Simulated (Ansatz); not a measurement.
**AlPH5OF: geometry relaxation**

System: AlPH5OF.
Method: RKS BHLYP-D4/6-31G* (Ansatz 0.2.0).

It belongs to a series of runs on one base structure; here: end point A relaxed. Figures and captions count atoms from 1; the log counts them from 0 in places.

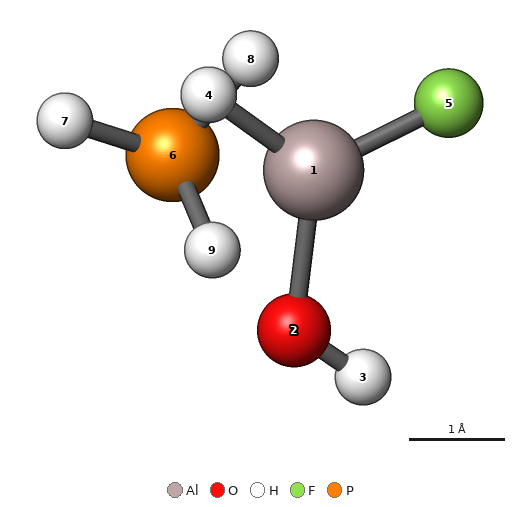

**Figure 1.** The input geometry (ball-and-stick view, seen at a tilt; atoms are numbered from 1 in the order of the input). Sticks mark near contacts. Bond lengths as drawn: Al–F 1.64 Å, Al–H 1.56 Å, Al–O 1.74 Å, H–O 0.96 Å and H–P 1.41 to 1.42 Å.

**The input**
```yaml
crystal:
  periodic: [false, false, false]
  atoms:
    - { symbol: Al, position_ang: [0.141464, -0.148741, 0.13912] }
    - { symbol: O, position_ang: [-0.249234, -0.493495, 1.800929] }
    - { symbol: H, position_ang: [-1.162908, -0.603598, 2.05753] }
    - { symbol: H, position_ang: [1.62227, -0.123134, -0.34744] }
    - { symbol: F, position_ang: [-1.099069, 0.075437, -0.913638] }
    - { symbol: P, position_ang: [0.139875, 3.043611, 1.522639] }
    - { symbol: H, position_ang: [1.542397, 2.885434, 1.423638] }
    - { symbol: H, position_ang: [-0.094511, 2.762866, 0.150442] }
    - { symbol: H, position_ang: [-0.083984, 1.713019, 1.95838] }
basis:
  gaussian: { orbitals: "6-31G*" }
hamiltonian:
  xc: { name: BHLYP }
  dispersion: d4
relax:
  f_tol: 0.03
  max_steps: 50
output:
  orbitals: {}
```

Command:
```bash
ansatz run input.yaml --threads 1 --pin off --max-ram 2048MiB --backend cpu --events-out ev --progress --plain --runs-dir out
```

**Output**
```
The last accepted step is kept in [file] (removed where the run ends without a failure and the disk answers)
Engine: ansatz 0.2.0, aarch64-unknown-linux-gnu
Functional definition: BHLYP
  parameter a = 0.5
  exchange = (1 - a)*b88_x + a*exact_x
  correlation = lyp_c
785 factors; integrals over basis functions are off by at most 7.1e-4 eV
mean field evaluation 1: about -20725.4953 eV, gradient 5.5e1 eV
mean field evaluation 2: about -20722.8548 eV, gradient 6.8e1 eV
mean field evaluation 4: about -20730.5703 eV, gradient 2.4e0 eV
mean field evaluation 8: about -20730.6132 eV, gradient 6.4e-2 eV
mean field -20730.61325423 eV, -761.8359853786 hartree, gradient 6.1e-5 eV, S^2 0.000000; 0 other end points of the search recorded, 0 dependent functions left out
the calculation of the forces begins
reference -20730.61344423 eV, -761.8359923611 hartree; 25, 25 occupied and 53, 53 virtual orbitals, 785 factors
relax step   1: F+E_penalty+E_count = -20730.81491660 eV  Δ(F+E_penalty+E_count) = +0.000e0 eV  max|allowed force component| = 1.149e0 eV/Å  Δτ_max = 0.0000 Å  (24 SCF iters, accepted)
these checks for a lower state are left out or cut short: starts, cluster_reference, orbital_swaps, neighbouring_geometries, increment
785 factors; integrals over basis functions are off by at most 7.0e-4 eV
mean field evaluation 16: about -20730.5507 eV, gradient 4.6e0 eV
mean field -20730.68025817 eV, -761.8384477280 hartree, gradient 2.3e-5 eV, S^2 0.000000; 0 other end points of the search recorded, 0 dependent functions left out
[... from here on the field's lines of each further geometry are left out, up to the last ...]
relax step   2: F+E_penalty+E_count = -20730.87350146 eV  Δ(F+E_penalty+E_count) = -5.858e-2 eV  max|allowed force component| = 8.307e-1 eV/Å  Δτ_max = 0.1901 Å  (28 SCF iters, accepted)
relax step   3: F+E_penalty+E_count = -20730.74437605 eV  Δ(F+E_penalty+E_count) = +1.291e-1 eV  max|allowed force component| = 1.359e0 eV/Å  Δτ_max = 0.1701 Å  (27 SCF iters, rejected (line search))
relax step   4: F+E_penalty+E_count = -20730.89896387 eV  Δ(F+E_penalty+E_count) = -2.546e-2 eV  max|allowed force component| = 1.900e-1 eV/Å  Δτ_max = 0.0829 Å  (27 SCF iters, accepted)
relax step   5: F+E_penalty+E_count = -20730.90908264 eV  Δ(F+E_penalty+E_count) = -1.012e-2 eV  max|allowed force component| = 2.393e-1 eV/Å  Δτ_max = 0.0965 Å  (28 SCF iters, accepted)
relax step   6: F+E_penalty+E_count = -20730.91283844 eV  Δ(F+E_penalty+E_count) = -3.756e-3 eV  max|allowed force component| = 1.825e-1 eV/Å  Δτ_max = 0.1463 Å  (28 SCF iters, accepted)
relax step   7: F+E_penalty+E_count = -20730.91585106 eV  Δ(F+E_penalty+E_count) = -3.013e-3 eV  max|allowed force component| = 2.193e-1 eV/Å  Δτ_max = 0.0624 Å  (28 SCF iters, accepted)
relax step   8: F+E_penalty+E_count = -20730.90698139 eV  Δ(F+E_penalty+E_count) = +8.870e-3 eV  max|allowed force component| = 9.922e-1 eV/Å  Δτ_max = 0.0813 Å  (29 SCF iters, rejected (line search))
relax step   9: F+E_penalty+E_count = -20730.91872130 eV  Δ(F+E_penalty+E_count) = -2.870e-3 eV  max|allowed force component| = 7.193e-2 eV/Å  Δτ_max = 0.0393 Å  (29 SCF iters, accepted)
relax step  10: F+E_penalty+E_count = -20730.91972311 eV  Δ(F+E_penalty+E_count) = -1.002e-3 eV  max|allowed force component| = 2.499e-2 eV/Å  Δτ_max = 0.0552 Å  (28 SCF iters, accepted)
relax step  11: F+E_penalty+E_count = -20730.92002869 eV  Δ(F+E_penalty+E_count) = -3.056e-4 eV  max|allowed force component| = 2.624e-2 eV/Å  Δτ_max = 0.0372 Å  (29 SCF iters, accepted)
the calculation of the forces begins
reference -20730.72181477 eV, -761.8399749047 hartree; 25, 25 occupied and 53, 53 virtual orbitals, 785 factors
relax step  12: F+E_penalty+E_count = -20730.92022490 eV  Δ(F+E_penalty+E_count) = -1.962e-4 eV  max|allowed force component| = 2.775e-2 eV/Å  Δτ_max = 0.0342 Å  (29 SCF iters, accepted)
785 factors; integrals over basis functions are off by at most 6.1e-4 eV
mean field evaluation 96: about -20723.1915 eV, gradient 6.7e1 eV
```

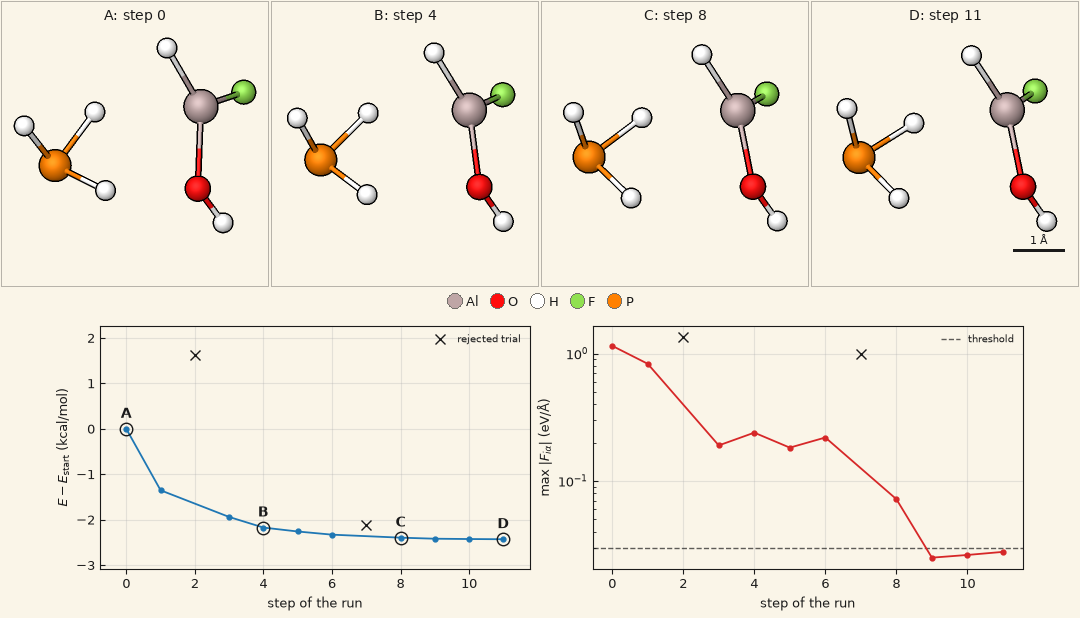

**Figure 2.** Frames of the relaxation (ball-and-stick view, seen at a tilt) above the curves, on which the letters mark them (the first geometry is step 0 here and step 1 in the log).

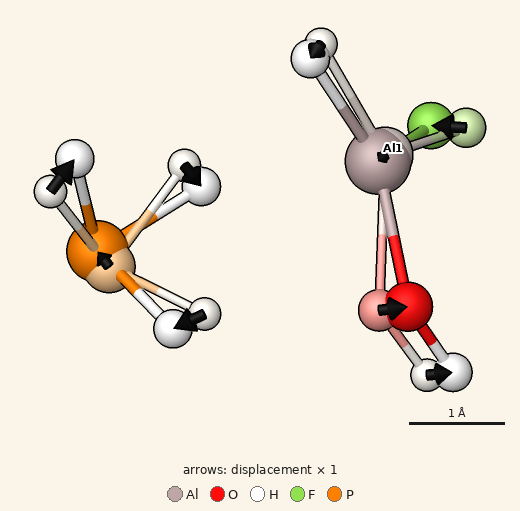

**Figure 3.** Start (faint) and end (solid) with the displacements as black arrows, at true length (ball-and-stick view, seen at a tilt). The two geometries are laid on each other by the best rigid fit. After 11 geometry steps the energy has fallen by 2.43 kcal/mol. The largest force component goes from 1.1 to 0.028 eV/Å. The line search rejected the trial steps at points 2, 7 (counted from 0) and went back. H7 moves most after the best rigid fit: 0.43 Å. Largest moves by element: H 0.43 Å, F 0.38 Å, O 0.32 Å, P 0.21 Å, Al 0.11 Å. Among the contacts that change: Al1–O2 1.742 → 1.688 Å, P6–H8 1.420 → 1.411 Å, P6–H7 1.415 → 1.411 Å. Among the angles that change: Al1–O2–H3 119.6° → 124.7°. (Atoms are counted from 1 in the order of the input.)

```
mean field -20730.72162569 eV, -761.8399679564 hartree, gradient 2.1e-5 eV, S^2 0.000000; 1 other end points of the search recorded, 0 dependent functions left out
the calculation of the forces begins
reference -20730.72181477 eV, -761.8399749047 hartree; 25, 25 occupied and 53, 53 virtual orbitals, 785 factors
Total energy: -20730.92041397 eV, -761.8472732908 hartree
Atom 0 at     0.189936    -0.124970     0.240520 Å, force     0.014400    -0.005815    -0.001419 eV/Å
Atom 1 at    -0.331761    -0.787330     1.703208 Å, force     0.018007    -0.008612     0.020419 eV/Å
Atom 2 at    -1.243958    -0.867056     1.967395 Å, force    -0.016664     0.003138    -0.009828 eV/Å
Atom 3 at     1.704425    -0.117449    -0.122245 Å, force    -0.000921     0.000803     0.001897 eV/Å
Atom 4 at    -0.924998     0.405017    -0.846405 Å, force    -0.016157     0.006006    -0.012546 eV/Å
Atom 5 at     0.249586     3.165734     1.408343 Å, force     0.020803    -0.013151    -0.027745 eV/Å
Atom 6 at     1.535991     2.727984     1.030023 Å, force    -0.023029     0.012647     0.006043 eV/Å
Atom 7 at    -0.383403     2.694535     0.238644 Å, force     0.007193     0.007200     0.020108 eV/Å
Atom 8 at    -0.039517     2.014934     2.172118 Å, force    -0.003632    -0.002216     0.003072 eV/Å
Dipole moment:    -0.078862    -0.072044     0.095852 e Å
```

**Trajectory as extended XYZ (Å, eV, eV/Å), 12 frames, from step=1 to step=12**
```
9
Properties=species:S:1:pos:R:3:forces:R:3 step=1 energy=-20730.81492
Al    0.1415   -0.1487    0.1391   -0.2189  -0.1912   1.0982
O    -0.2492   -0.4935    1.8009    0.2414  -0.0200  -1.1492
H    -1.1629   -0.6036    2.0575   -0.0105  -0.0060   0.0139
H     1.6223   -0.1231   -0.3474   -0.0422  -0.0138   0.0201
F    -1.0991    0.0754   -0.9136    0.0209  -0.0038   0.0055
P     0.1399    3.0436    1.5226    0.1288  -0.1231  -0.1118
H     1.5424    2.8854    1.4236   -0.1292   0.0188   0.0040
H    -0.0945    2.7629    0.1504   -0.0120   0.0218   0.1225
H    -0.0840    1.7130    1.9584    0.0219   0.3174  -0.0032
9
Properties=species:S:1:pos:R:3:forces:R:3 step=2 energy=-20730.87350
Al    0.1352   -0.1988    0.1651   -0.2442  -0.2621   0.7627
O    -0.2647   -0.6811    1.7740    0.0619   0.2210  -0.8307
H    -1.1853   -0.7316    2.0318    0.1137  -0.0142   0.0107
H     1.6145   -0.1767   -0.3183    0.0059   0.0197   0.0111
F    -1.0954    0.1231   -0.8783    0.0755   0.0260   0.0617
P     0.1645    3.1476    1.5011    0.0606  -0.0988  -0.1181
H     1.5589    2.9585    1.3939   -0.0538   0.0130  -0.0090
H    -0.0939    2.8306    0.1441   -0.0042   0.0169   0.1003
H    -0.0775    1.8398    1.9781   -0.0155   0.0784   0.0112
9
Properties=species:S:1:pos:R:3:forces:R:3 step=3 energy=-20730.74438 accepted=F
Al    0.1280   -0.3620    0.1315    0.6590   1.2862  -1.2302
O    -0.2454   -0.6278    1.7099   -0.7076  -0.6727   1.3592
H    -1.1479   -0.7073    2.0146    0.1149   0.0090   0.1249
H     1.6250   -0.1557   -0.2478    0.0338  -0.3345  -0.1479
F    -1.0297    0.1798   -0.9008   -0.0993  -0.3073  -0.0916
P     0.2239    3.1731    1.5089   -0.1269   0.2710   0.2536
H     1.5673    2.8352    1.2771    0.0634  -0.1590   0.0216
H    -0.2079    2.8345    0.2241   -0.0878  -0.0697  -0.3076
H    -0.1571    1.9416    2.0742    0.1506  -0.0230   0.0181
9
Properties=species:S:1:pos:R:3:forces:R:3 step=4 energy=-20730.89896
Al    0.1384   -0.2077    0.1869   -0.0359   0.0678   0.0568
O    -0.2678   -0.7276    1.7497   -0.1900   0.0108  -0.1312
H    -1.1859   -0.7716    2.0180    0.1478  -0.0279   0.0317
H     1.6226   -0.1621   -0.2771    0.0237  -0.0197  -0.0082
F    -1.0703    0.1984   -0.8544    0.0673  -0.0185   0.0676
P     0.1849    3.1640    1.4759    0.0036  -0.0075  -0.0333
H     1.5648    2.9186    1.3333   -0.0023  -0.0120  -0.0111
H    -0.1335    2.8094    0.1463   -0.0130  -0.0126   0.0195
H    -0.0969    1.8900    2.0132   -0.0012   0.0195   0.0084
9
Properties=species:S:1:pos:R:3:forces:R:3 step=5 energy=-20730.90908
Al    0.1462   -0.1463    0.2238    0.0465   0.0372  -0.1401
O    -0.2788   -0.7491    1.7434   -0.2393  -0.0383   0.0720
H    -1.1969   -0.8248    2.0038    0.1581  -0.0166   0.0214
H     1.6340   -0.1044   -0.2312    0.0205   0.0021   0.0105
F    -1.0473    0.2869   -0.8235    0.0278   0.0122   0.0445
P     0.2030    3.1480    1.4342    0.0000  -0.0454  -0.0426
H     1.5707    2.8526    1.2636   -0.0275  -0.0143   0.0032
H    -0.1680    2.7377    0.1341   -0.0101   0.0093   0.0369
H    -0.1067    1.9108    2.0435    0.0239   0.0538  -0.0057
9
Properties=species:S:1:pos:R:3:forces:R:3 step=6 energy=-20730.91284
Al    0.1667   -0.1371    0.2420   -0.1001   0.0998  -0.0096
O    -0.2890   -0.8091    1.7294   -0.1818   0.0261  -0.0846
H    -1.2068   -0.8612    1.9979    0.1825  -0.0139  -0.0199
H     1.6602   -0.0974   -0.1987   -0.0026  -0.0408   0.0120
F    -1.0055    0.4196   -0.7781    0.1008  -0.0964   0.0903
P     0.2115    3.1545    1.3914   -0.0087  -0.1544  -0.0794
H     1.5622    2.7955    1.1927   -0.0598   0.0103   0.0072
H    -0.2241    2.6830    0.1288    0.0335   0.0556   0.1506
H    -0.1189    1.9636    2.0862    0.0362   0.1138  -0.0666
9
Properties=species:S:1:pos:R:3:forces:R:3 step=7 energy=-20730.91585
Al    0.1661   -0.1303    0.2503   -0.0863   0.0274  -0.1722
O    -0.2996   -0.8196    1.7215   -0.2193   0.0095   0.0424
H    -1.2190   -0.9055    1.9753    0.1965   0.0039  -0.0203
H     1.6621   -0.0947   -0.1818    0.0065   0.0058   0.0317
F    -1.0015    0.3805   -0.7988    0.1099  -0.0342   0.1207
P     0.2371    3.1835    1.3922    0.0068  -0.1345  -0.0450
H     1.5699    2.7799    1.1599   -0.0624   0.0144   0.0042
H    -0.2515    2.7009    0.1562    0.0219   0.0351   0.0738
H    -0.1073    2.0168    2.1167    0.0264   0.0725  -0.0353
9
Properties=species:S:1:pos:R:3:forces:R:3 step=8 energy=-20730.90698 accepted=F
Al    0.1691   -0.1166    0.2489    0.1198  -0.0981   0.2198
O    -0.3205   -0.8084    1.7132    0.9922   0.1490  -0.3717
H    -1.2121   -0.9167    1.9773   -0.9721  -0.1138   0.2920
H     1.6775   -0.0802   -0.1350    0.0044  -0.0068  -0.0058
F    -0.9691    0.4110   -0.8059   -0.1419   0.0588  -0.1421
P     0.2532    3.1605    1.3837   -0.0300   0.3205   0.2078
H     1.5562    2.7298    1.0975    0.1285  -0.0752  -0.0501
H    -0.3047    2.7110    0.1814   -0.0777  -0.1131  -0.1815
H    -0.0933    2.0210    2.1306   -0.0231  -0.1214   0.0317
9
Properties=species:S:1:pos:R:3:forces:R:3 step=9 energy=-20730.91872
Al    0.1705   -0.1313    0.2448   -0.0129   0.0203  -0.0488
O    -0.3067   -0.8104    1.7165    0.0590   0.0128  -0.0288
H    -1.2185   -0.9007    1.9762   -0.0719  -0.0134   0.0399
H     1.6725   -0.0952   -0.1648    0.0035  -0.0043   0.0120
F    -0.9849    0.3891   -0.8066    0.0270  -0.0094   0.0256
P     0.2433    3.1780    1.3942    0.0030  -0.0091   0.0095
H     1.5615    2.7558    1.1300   -0.0042  -0.0018  -0.0033
H    -0.2810    2.7048    0.1743   -0.0105  -0.0008  -0.0078
H    -0.1004    2.0212    2.1271    0.0069   0.0057   0.0015
9
Properties=species:S:1:pos:R:3:forces:R:3 step=10 energy=-20730.91972
Al    0.1788   -0.1288    0.2397    0.0250  -0.0087  -0.0208
O    -0.3156   -0.7993    1.7093   -0.0072   0.0119  -0.0069
H    -1.2257   -0.8747    1.9829   -0.0068  -0.0030  -0.0003
H     1.6875   -0.1204   -0.1500   -0.0109   0.0048   0.0080
F    -0.9528    0.4044   -0.8297   -0.0001  -0.0049   0.0191
P     0.2397    3.1696    1.4042    0.0043  -0.0007  -0.0034
H     1.5476    2.7499    1.0894   -0.0008   0.0009  -0.0041
H    -0.3287    2.7013    0.2018   -0.0031   0.0016   0.0028
H    -0.0746    2.0094    2.1439   -0.0004  -0.0019   0.0055
9
Properties=species:S:1:pos:R:3:forces:R:3 step=11 energy=-20730.92003
Al    0.1847   -0.1343    0.2365    0.0262   0.0091  -0.0128
O    -0.3234   -0.7961    1.7044   -0.0033  -0.0027   0.0140
H    -1.2338   -0.8685    1.9775   -0.0067  -0.0002  -0.0086
H     1.6968   -0.1279   -0.1386   -0.0087   0.0000   0.0033
F    -0.9366    0.4027   -0.8411   -0.0083  -0.0024   0.0052
P     0.2447    3.1715    1.4091    0.0102   0.0051  -0.0204
H     1.5421    2.7432    1.0600   -0.0219  -0.0009   0.0035
H    -0.3591    2.7041    0.2230    0.0072   0.0010   0.0138
H    -0.0591    2.0167    2.1608    0.0052  -0.0091   0.0020
9
Properties=species:S:1:pos:R:3:forces:R:3 step=12 energy=-20730.92023
Al    0.1899   -0.1250    0.2405    0.0144  -0.0058  -0.0014
O    -0.3318   -0.7873    1.7032    0.0180  -0.0086   0.0204
H    -1.2440   -0.8671    1.9674   -0.0167   0.0031  -0.0098
H     1.7044   -0.1174   -0.1222   -0.0009   0.0008   0.0019
F    -0.9250    0.4050   -0.8464   -0.0162   0.0060  -0.0125
P     0.2496    3.1657    1.4083    0.0208  -0.0132  -0.0277
H     1.5360    2.7280    1.0300   -0.0230   0.0126   0.0060
H    -0.3834    2.6945    0.2386    0.0072   0.0072   0.0201
H    -0.0395    2.0149    2.1721   -0.0036  -0.0022   0.0031
```

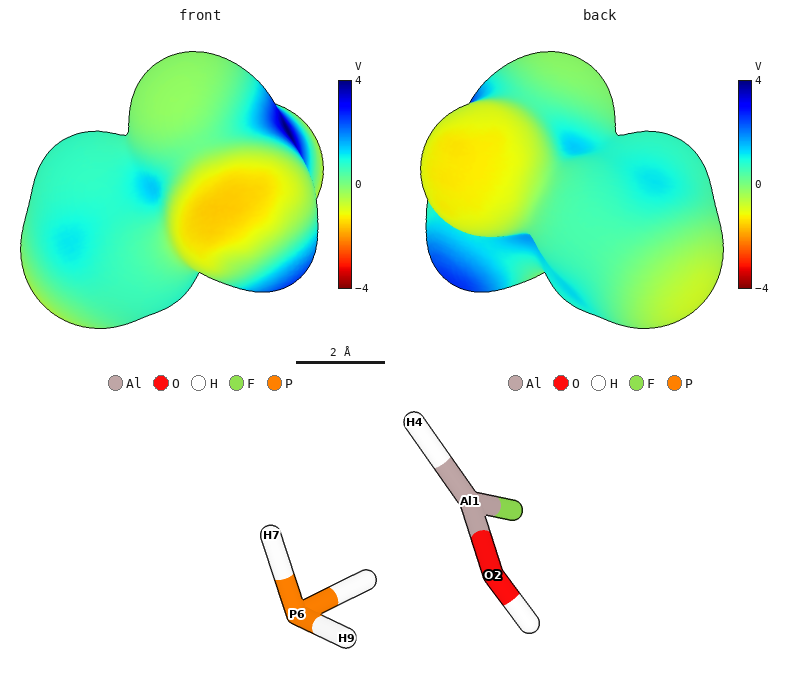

**Figure 4.** The electrostatic potential painted on the density surface at 0.002 e/bohr³, seen at a tilt and from behind; the colour scale runs from red (negative) to blue (positive). The bare structure is drawn below in the same view.

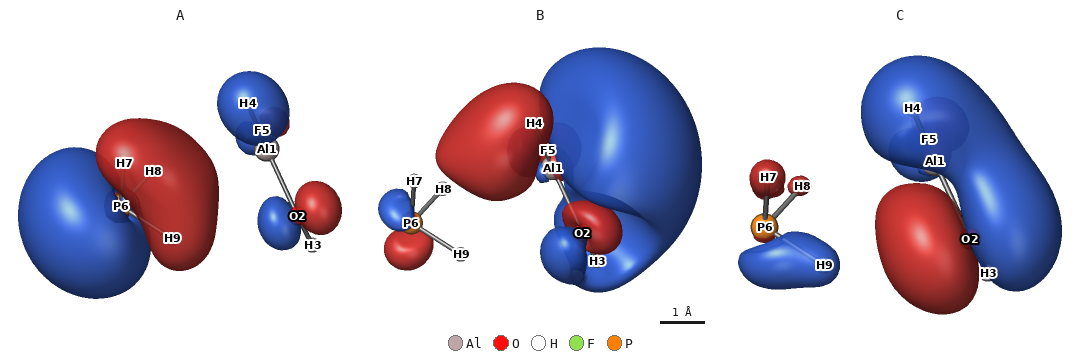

**Figure 5.** Three frontier orbitals at ±0.06 Å⁻³ᐟ² (blue and red are the two phases). C is the HOMO−1 (−10.87 eV). A is the HOMO (−9.14 eV). B is the LUMO (0.72 eV). By Hirshfeld shares it lies mainly on Al1 (70 %) and O2 (10 %). The HOMO–LUMO gap is 9.86 eV between the orbital energies.

**Key numbers**

| quantity | value |
| --- | --- |
| outcome | converged |
| total energy | −20730.9204 eV |
| mean-field energy | −20730.7218 eV |
| largest force (length of the vector) at the end | 0.037 eV/Å |
| hardware | 1 thread of Arm Neoverse V2, 24 GiB of memory available, shared host |
| wall time | 38 s |
| peak memory | 0.15 GiB |
